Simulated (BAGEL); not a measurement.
**AlClF2 (SMILES [F][Al]([F])[Cl]): B3LYP/def2-SVPD (density fitting with cc-pvqz-jkfit)**

What is the energy change on altering one bond length of AlClF2 at B3LYP/def2-SVPD (density fitting with cc-pvqz-jkfit)? 

The calculation is run with BAGEL 1.2.2.

11 further runs of the same task are left out: 1 that didn't finish, 10 set aside as unsound or not needed.

**1. Starting point**

The species is AlClF2 (4 atoms), meant as a singlet with charge 0. SMILES: `[F][Al]([F])[Cl]`. The coordinates come from a PBE0-D4/def2-TZVP relaxation.

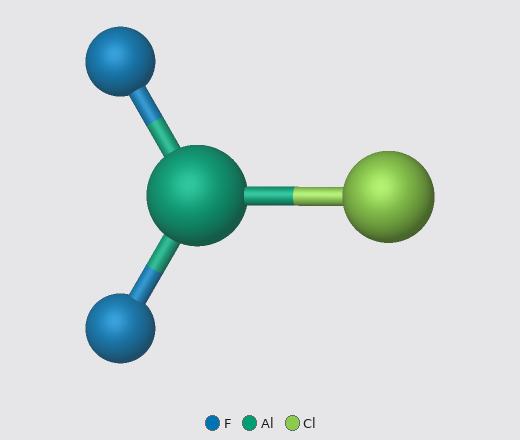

The structure, seen from a chosen angle (fluorine blue, aluminium teal, chlorine green).

**2. A single-point energy at B3LYP/def2-SVPD (density fitting with cc-pvqz-jkfit)**

Contents of dft.json:

```json
{ "bagel" : [

{
  "title" : "molecule",
  "basis" : "def2-svpd.json",
  "df_basis" : "cc-pvqz-jkfit",
  "angstrom" : true,
  "geometry" : [
    { "atom" : "F", "xyz" : [    0.997200,    0.721760,    1.149640 ] },
    { "atom" : "Al", "xyz" : [    0.069280,   -0.050750,    0.053570 ] },
    { "atom" : "F", "xyz" : [    0.273490,   -1.653820,   -0.164660 ] },
    { "atom" : "Cl", "xyz" : [   -1.339980,    0.982810,   -1.038560 ] }
  ]
},
{ "title" : "ks", "xc_func" : "b3lyp", "charge" : 0 },
{ "title" : "print", "file" : "orbitals.molden", "orbitals" : true }

]}
```

The basis set def2-SVPD is read from a file made from the Basis Set Exchange's data (not shown).

Run with:

```
$ BAGEL_NUM_THREADS=1 BAGEL dft.json > dft.out
```

What it wrote:

```text
* using 1 threads per process

  ===============================================================
  ===============================================================

  *** Geometry ***

  { "atom" : "F", "xyz" : [      1.884435,      1.363929,      2.172505 ] },
  { "atom" : "Al", "xyz" : [      0.130920,     -0.095904,      0.101233 ] },
  { "atom" : "F", "xyz" : [      0.516821,     -3.125267,     -0.311162 ] },
  { "atom" : "Cl", "xyz" : [     -2.532195,      1.857242,     -1.962594 ] },

  Number of auxiliary basis functions:      508

  Since a DF basis is specified, we compute 2- and 3-index integrals:
    o Being stored without compression. Storage requirement is 0.038 GB

  Number of basis functions:       97
  Number of electrons      :       48

    * METHOD: MOLECULE                             0.24

  *** Kohn-Sham DFT ***

    * Removing 5911 points whose weight is below 1.00e-10
    * Grid points: 53713

  === Nuclear Repulsion ===
   198.3479351707

       - DIIS with orbital gradients will be used.

  === KS iteration (b3lyp / def2-svpd.json) ===
      0       -882.19622857          0.10436389           0.25
      1       -871.46020349          0.16839186           0.24
      2       -891.66958833          0.08800893           0.24
      3       -901.75187522          0.03093885           0.24
      4       -902.12541866          0.01370902           0.24
      5       -902.15560126          0.01162255           0.24
      6       -902.19378917          0.00698111           0.24
      7       -902.21290644          0.00154173           0.24
      8       -902.21442088          0.00031766           0.24
      9       -902.21449574          0.00002521           0.24
     10       -902.21449610          0.00001700           0.24
     11       -902.21449622          0.00000465           0.24
     12       -902.21449623          0.00000089           0.24
     13       -902.21449623          0.00000040           0.24
     14       -902.21449623          0.00000010           0.24
     15       -902.21449623          0.00000001           0.24
     16       -902.21449623          0.00000001           0.24
    * SCF iteration converged.

    * Permanent dipole moment:
           (    0.142082,    -0.104395,     0.110565) a.u.

    * METHOD: KS                                   4.32

    * METHOD: PRINT                                0.02

  ===============================================================
```

It took 4.8 s on 1 thread of Arm Neoverse V1, shared host; peak memory 0.29 GiB.

**3. The distorted shape at the same level**

Contents of job.json:

```json
{ "bagel" : [

{
  "title" : "molecule",
  "basis" : "def2-svpd.json",
  "df_basis" : "cc-pvqz-jkfit",
  "angstrom" : "true",
  "geometry" : [
    { "atom" : "F", "xyz" : [       1.136386,       0.837635,       1.314049 ] },
    { "atom" : "Al", "xyz" : [       0.069280,      -0.050750,       0.053570 ] },
    { "atom" : "F", "xyz" : [       0.273490,      -1.653820,      -0.164660 ] },
    { "atom" : "Cl", "xyz" : [      -1.339980,       0.982810,      -1.038560 ] }
  ]
},

{
  "title" : "ks",
  "xc_func" : "b3lyp"
},

{
  "title" : "print",
  "file" : "orbitals.molden",
  "orbitals" : "true"
}

]}
```

The basis set def2-SVPD is read from a file made from the Basis Set Exchange's data (not shown).

Run with:

```
$ BAGEL_NUM_THREADS=1 BAGEL job.json > job.out
```

What it wrote:

```text
* using 1 threads per process

  ===============================================================
  ===============================================================

  *** Geometry ***

  { "atom" : "F", "xyz" : [      2.147458,      1.582901,      2.483193 ] },
  { "atom" : "Al", "xyz" : [      0.130920,     -0.095904,      0.101233 ] },
  { "atom" : "F", "xyz" : [      0.516821,     -3.125267,     -0.311162 ] },
  { "atom" : "Cl", "xyz" : [     -2.532195,      1.857242,     -1.962594 ] },

  Number of auxiliary basis functions:      508

  Since a DF basis is specified, we compute 2- and 3-index integrals:
    o Being stored without compression. Storage requirement is 0.038 GB

  Number of basis functions:       97
  Number of electrons      :       48

    * METHOD: MOLECULE                             0.25

  *** Kohn-Sham DFT ***

    * Removing 5702 points whose weight is below 1.00e-10
    * Grid points: 53922

  === Nuclear Repulsion ===
   190.7968507360

       - DIIS with orbital gradients will be used.

  === KS iteration (b3lyp / def2-svpd.json) ===
      0       -882.21060210          0.10392906           0.27
      1       -866.33503942          0.15846204           0.25
      2       -855.89374247          0.10411099           0.25
      3       -871.03512030          0.12144622           0.25
      4       -898.75418149          0.06856360           0.25
      5       -901.20622756          0.04081639           0.26
      6       -898.85088472          0.07704057           0.26
      7       -900.08748855          0.06064951           0.26
      8       -901.80607347          0.02718116           0.25
      9       -902.17518365          0.00705581           0.25
     10       -902.19320261          0.00304726           0.25
     11       -902.19735423          0.00038325           0.26
     12       -902.19741251          0.00011192           0.25
     13       -902.19741854          0.00003185           0.26
     14       -902.19741917          0.00000803           0.26
     15       -902.19741921          0.00000312           0.26
     16       -902.19741921          0.00000154           0.25
     17       -902.19741921          0.00000060           0.25
     18       -902.19741921          0.00000014           0.26
     19       -902.19741921          0.00000003           0.26
     20       -902.19741921          0.00000001           0.26
    * SCF iteration converged.

    * Permanent dipole moment:
           (    0.393233,     0.050826,     0.393245) a.u.

    * METHOD: KS                                   5.61

    * METHOD: PRINT                                0.02

  ===============================================================
```

It took 6 s on 1 thread of Arm Neoverse V1, shared host; peak memory 0.29 GiB.

**4. Summary of results**

At B3LYP/def2-SVPD (density fitting with cc-pvqz-jkfit):

```
                                                          quantity          value
                                         first shape: total energy  -902.21450 Eh
                                        first shape: dipole moment         0.53 D
                                          first shape: HOMO energy       -9.77 eV
                                          first shape: LUMO energy       -1.94 eV
                                        first shape: HOMO–LUMO gap        7.84 eV
                                     distorted shape: total energy  -902.19742 Eh
                                    distorted shape: dipole moment         1.42 D
                                      distorted shape: HOMO energy      -10.01 eV
                                      distorted shape: LUMO energy       -2.46 eV
                                    distorted shape: HOMO–LUMO gap        7.55 eV
energy change with the F1–Al2 bond stretched from 1.631 to 1.875 Å       0.465 eV
```

With the F1–Al2 bond stretched from 1.631 to 1.875 Å the energy rises by 0.46 eV (44.8 kJ/mol). The first shape isn't relaxed at this level, so the change isn't measured from a minimum.
